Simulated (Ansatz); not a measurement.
**What a change does: single-point calculation on C₅H₁₅AsSi**

System: C₅H₁₅AsSi.
Method of the first run: RKS B2PLYP (frozen core)/def2-TZVPP (Ansatz 0.2.0).

The geometry comes from this level: PBE0-D4/def2-TZVP. Text and figures count atoms from 1; the logs count them from 0 in places.

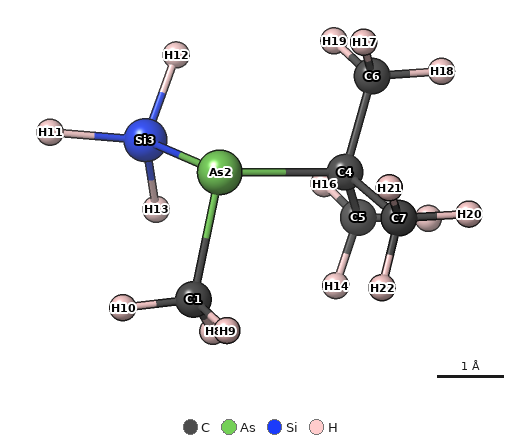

Fig. 1: The input geometry (ball-and-stick view, seen at a tilt; atoms are numbered from 1 in the order of the input). Bond lengths as drawn: As–C 1.98 to 2.01 Å, As–Si 2.36 Å, C–C 1.52 Å, C–H 1.09 to 1.10 Å and H–Si 1.49 Å.

### Input, the first run
```yaml
crystal:
  periodic: [false, false, false]
  atoms:
    - {symbol: C, position_ang: [1.815374, -0.291432, -1.546984]}
    - {symbol: As, position_ang: [1.400545, -0.027558, 0.365984]}
    - {symbol: Si, position_ang: [0.962842, -2.300812, 0.823265]}
    - {symbol: C, position_ang: [-0.480034, 0.687235, 0.255234]}
    - {symbol: C, position_ang: [-1.442437, -0.213583, -0.498439]}
    - {symbol: C, position_ang: [-0.947610, 0.871730, 1.692415]}
    - {symbol: C, position_ang: [-0.383261, 2.041535, -0.435205]}
    - {symbol: H, position_ang: [1.027278, -0.819474, -2.083968]}
    - {symbol: H, position_ang: [1.984905, 0.681938, -2.008052]}
    - {symbol: H, position_ang: [2.739643, -0.866516, -1.618202]}
    - {symbol: H, position_ang: [2.267894, -2.987982, 1.022512]}
    - {symbol: H, position_ang: [0.166463, -2.439201, 2.073342]}
    - {symbol: H, position_ang: [0.240213, -2.998129, -0.278110]}
    - {symbol: H, position_ang: [-1.105720, -0.417135, -1.517400]}
    - {symbol: H, position_ang: [-2.424435, 0.269940, -0.570632]}
    - {symbol: H, position_ang: [-1.588476, -1.171250, 0.007151]}
    - {symbol: H, position_ang: [-0.273659, 1.524487, 2.253047]}
    - {symbol: H, position_ang: [-1.944299, 1.327428, 1.705780]}
    - {symbol: H, position_ang: [-1.013445, -0.081672, 2.223145]}
    - {symbol: H, position_ang: [-1.364041, 2.531213, -0.432541]}
    - {symbol: H, position_ang: [0.322062, 2.704097, 0.073452]}
    - {symbol: H, position_ang: [-0.069202, 1.945041, -1.477394]}
basis:
  gaussian: {orbitals: def2-TZVPP}
hamiltonian: {xc: {name: B2PLYP}}
```

Launched with:
```bash
ansatz run in.yaml --threads 5 --pin off --events-out ev --progress --plain --max-ram 66560MiB --backend cuda --devices 0, --max-vram 37GiB
```

Hardware: 5 CPU threads, shared host.

### Output (the first run)
```
Functional definition: B2PLYP
  parameter a = 0.53
  parameter c = 0.27
  exchange = (1 - a)*b88_x + a*exact_x
  correlation = (1 - c)*lyp_c + c*(mp2_os + mp2_ss)
2642 factors; integrals over basis functions are off by at most 1.2e-3 eV
mean field evaluation 1: about -74110.3956 eV, gradient 6.7e1 eV
mean field evaluation 2: about -74110.5875 eV, gradient 6.7e1 eV
mean field evaluation 4: about -74120.8742 eV, gradient 9.0e0 eV
mean field evaluation 8: about -74121.0645 eV, gradient 6.9e-1 eV
mean field evaluation 16: about -74121.0657 eV, gradient 3.4e-4 eV
mean field -74121.06567802 eV, -2723.8989226044 hartree, gradient 2.7e-6 eV, S^2 0.000000; 0 other end points of the search recorded, 0 dependent functions left out
19 core orbitals not correlated: weight in the atoms' cores, before any rotation towards them, 1.000 or more for the frozen orbitals, at most 0.000 for the correlated occupied ones
reference -74121.06590973 eV, -2723.8989311197 hartree; 27, 27 occupied and 409, 409 virtual orbitals, 2642 factors
second order -43.01683226 eV of doubles, -0.00000000 eV of singles
Total energy: -74132.68045444 eV, -2724.3257577652 hartree
```

For the second run the input was changed thus:
```diff
-  gaussian: {orbitals: def2-TZVPP}
-hamiltonian: {xc: {name: B2PLYP}}
+  gaussian: {orbitals: STO-3G}
+hamiltonian: {xc: {name: SPW92}}
```

How does the second run compare with the first run?

The total energies belong to different models, so their difference says nothing on which is more stable or more accurate. The functional changes from B2PLYP to SPW92. The basis functions go from 455 to 67.

### Output (the second run)
```
Functional definition: SPW92
  exchange = slater_x
  correlation = pw_c
847 factors; integrals over basis functions are off by at most 3.5e-5 eV
mean field evaluation 1: about -73125.4887 eV, gradient 1.7e1 eV
mean field evaluation 2: about -73125.1720 eV, gradient 1.9e1 eV
mean field evaluation 4: about -73126.4812 eV, gradient 7.9e-1 eV
mean field evaluation 8: about -73126.2806 eV, gradient 6.4e-2 eV
mean field -73126.28063513 eV, -2687.3412465679 hartree, gradient 2.6e-5 eV, S^2 0.000000; 0 other end points of the search recorded, 0 dependent functions left out
reference -73126.28066473 eV, -2687.3412476555 hartree; 46, 46 occupied and 21, 21 virtual orbitals, 847 factors
Total energy: -73126.28066473 eV, -2687.3412476555 hartree
```

### The two runs side by side

| quantity | the first run | the second run |
| --- | --- | --- |
| outcome | converged | converged |
| total energy (hartree) | −2724.325758 | −2687.341248 |
| basis functions | 455 | 67 |
| wall time (shared host) | 11 s | 0.65 s |
